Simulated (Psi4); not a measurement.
**HCl (hydrogen chloride) at B3LYP/def2-TZVPPD**

What is the vertical ionisation energy of HCl (hydrogen chloride) at B3LYP/def2-TZVPPD? 

Program for the calculation: Psi4 1.11.

1 further run of the same task is left out (it didn't finish).

## 1. The molecule

HCl: 2 atoms, total charge 0, spin state singlet. As SMILES, `Cl`. The coordinates come from a PBE0-D4/def2-TZVP relaxation.

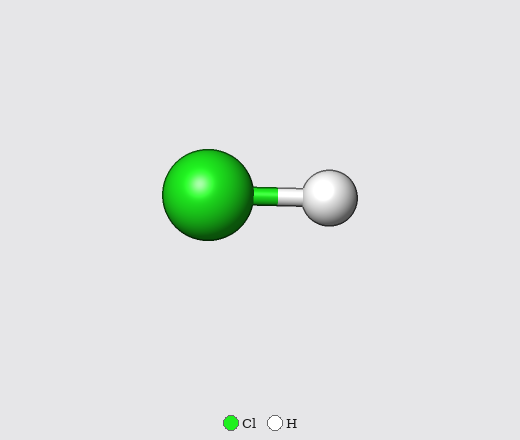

Viewed from a chosen angle; chlorine green, hydrogen white.

## 2. Energy and forces at B3LYP/def2-TZVPPD

Input file job.in:

```
memory 1600 MB

molecule system {
  0 1
  Cl     1.03179046    -0.33731611     0.53063510
  H     -1.03179046     0.33731611    -0.53063510
  units bohr
  symmetry c1
}

set {
  basis def2-TZVPPD
  puream true
  e_convergence 1e-09
  d_convergence 1e-08
  scf_type pk
  dft_radial_points 99
  dft_spherical_points 590
}

e_tot, wfn = gradient('b3lyp', return_wfn=True)
```

Command:

```console
psi4 job.in job.out -n 1
```

job.out:

```text
[...]
  Running in c1 symmetry.
[...]
  Nuclear repulsion =    7.034776967508858
[...]
  Multiplicity = 1
[...]
  Nalpha       = 9
  Nbeta        = 9
[...]
    Number of basis functions: 68
[...]
   @RKS iter   1:  -460.80882523124120   -8.32308e-02   4.65408e-03 DIIS/ADIIS
[...]
   @RKS iter   8:  -460.83775700794172   -4.71800e-12   5.50490e-09 DIIS
[...]
    Orbital Energies [Eh]
    ---------------------
    Doubly Occupied:
       1A   -101.537722     2A     -9.470275     3A     -7.231634
       4A     -7.223207     5A     -7.223207     6A     -0.851283
       7A     -0.479042     8A     -0.339180     9A     -0.339180
[...]
  @RKS Final Energy:  -460.83775700794172
   => Energetics <=
    Nuclear Repulsion Energy =              7.0347769675088578
    One-Electron Energy =                -649.9795207930518472
    Two-Electron Energy =                 205.1508589433642555
    DFT Exchange-Correlation Energy =     -23.0438721257629702
    Empirical Dispersion Energy =           0.0000000000000000
    VV10 Nonlocal Energy =                  0.0000000000000000
    Total Energy =                       -460.8377570079417183
[...]
 Multipole Moments:
 ------------------------------------------------------------------------------------
     Multipole            Electronic (a.u.)      Nuclear  (a.u.)        Total (a.u.)
 ------------------------------------------------------------------------------------
 L = 1.  Multiply by 2.5417464519 to convert [e a0] to [Debye]
 Dipole X            :          0.0000000           -0.0000000            0.0000000
 Dipole Y            :          0.0000000            0.0000000            0.0000000
 Dipole Z            :          0.7684457           -1.1980385           -0.4295928
 Magnitude           :                                                    0.4295928
[...]
  -Total Gradient:
     Atom            X                  Y                   Z
    ------   -----------------  -----------------  -----------------
       1       -0.000000000000    -0.000000000000    -0.001315960826
       2        0.000000000000     0.000000000000     0.001315960874
[...]
```

Wall time 6.9 s (1 thread of Intel Xeon Platinum 8259CL at 2.50GHz (Skylake/Cascade Lake), shared host); peak memory 0.46 GiB.

## 3. The doublet cation, same level

Input file job.dat:

```
memory 1600 MB

molecule m {
  1 2
  Cl
  H 1 R2

  R2 = 1.278791
  symmetry c1
  no_reorient
  no_com
}

set reference uks
set puream true
set e_convergence 1e-09
set d_convergence 1e-08
set scf_type pk
set dft_radial_points 99
set dft_spherical_points 590
set maxiter 100

e_tot, wfn = gradient("b3lyp/def2-TZVPPD", return_wfn=True)
oeprop(wfn, "MAYER_INDICES", "MULLIKEN_CHARGES", "QUADRUPOLE", title="B3LYP")
```

Command:

```console
psi4 -n 1 job.dat job.out
```

job.out:

```text
[...]
  Running in c1 symmetry.
[...]
  Nuclear repulsion =    7.034779398189383
[...]
  Multiplicity = 2
[...]
  Nalpha       = 9
  Nbeta        = 8
[...]
    Number of basis functions: 68
[...]
   @UKS iter   1:  -460.35658918631486    3.69005e-01   2.68479e-03 ADIIS/DIIS
[...]
   @UKS iter  10:  -460.36808441839605   -3.97904e-12   4.85559e-09 DIIS
[...]
   @S^2 Observed:                7.536552061E-01
[...]
  @UKS Final Energy:  -460.36808441839605
   => Energetics <=
    Nuclear Repulsion Energy =              7.0347793981893831
    One-Electron Energy =                -642.4405829726568982
    Two-Electron Energy =                 197.8129878779411683
    DFT Exchange-Correlation Energy =     -22.7752687218696934
    Empirical Dispersion Energy =           0.0000000000000000
    VV10 Nonlocal Energy =                  0.0000000000000000
    Total Energy =                       -460.3680844183960517
[...]
  -Total Gradient:
     Atom            X                  Y                   Z
    ------   -----------------  -----------------  -----------------
       1       -0.000000000002    -0.000000000003     0.024489585673
       2        0.000000000002     0.000000000002    -0.024489590300
[...]
 Multipole Moments:
 ------------------------------------------------------------------------------------
     Multipole            Electronic (a.u.)      Nuclear  (a.u.)        Total (a.u.)
 ------------------------------------------------------------------------------------
 L = 1.  Multiply by 2.5417464519 to convert [e a0] to [Debye]
 Dipole X            :          0.0000000            0.0000000            0.0000000
 Dipole Y            :          0.0000000            0.0000000            0.0000000
 Dipole Z            :         -0.5706987            1.1980381            0.6273394
 Magnitude           :                                                    0.6273394
 L = 2.  Multiply by 1.3450342976 to convert [e a0^2] to [Debye ang]
 Quadrupole XX       :         -7.8806847            0.0000000           -7.8806847
 Quadrupole XY       :          0.6769766            0.0000000            0.6769766
[...]
  Mulliken Charges: (a.u.)
   Center  Symbol    Alpha    Beta     Spin     Total
       1    CL     8.70785  7.67738  1.03047  0.61477
       2     H     0.29215  0.32262 -0.03047  0.38523
   Total alpha =  9.00000, Total beta =  8.00000, Total charge =  1.00000
  Mayer Bond Indices:
  Total Bond Index:
  Irrep: 1 Size: 2 x 2
                 1                   2
[...]
```

Run time: 9.9 s. Hardware: 1 thread of Intel Xeon Platinum 8259CL at 2.50GHz (Skylake/Cascade Lake), shared host; peak memory 0.46 GiB.

## 4. Results

At B3LYP/def2-TZVPPD:

| quantity | value |
| --- | --- |
| singlet HCl: total energy | -460.83776 Eh |
| singlet HCl: dipole moment | 1.09 D |
| singlet HCl: HOMO energy | -9.23 eV |
| singlet HCl: LUMO energy | -0.47 eV |
| singlet HCl: HOMO–LUMO gap | 8.76 eV |
| singlet HCl: largest force on an atom | 0.068 eV/Å |
| doublet cation: total energy | -460.36808 Eh |
| doublet cation: HOMO energy (highest over α and β) | -19.13 eV |
| doublet cation: LUMO energy (lowest over α and β) | -16.38 eV |
| doublet cation: ⟨S²⟩ | 0.754 |
| doublet cation: largest force on an atom | 1.259 eV/Å |
| vertical ionisation energy (to the doublet cation) | 12.780 eV |

**Reading.** The vertical ionisation energy comes to 12.78 eV (1233 kJ/mol). −ε(HOMO) before ionisation, 9.23 eV, is 3.55 eV below this ionisation energy.
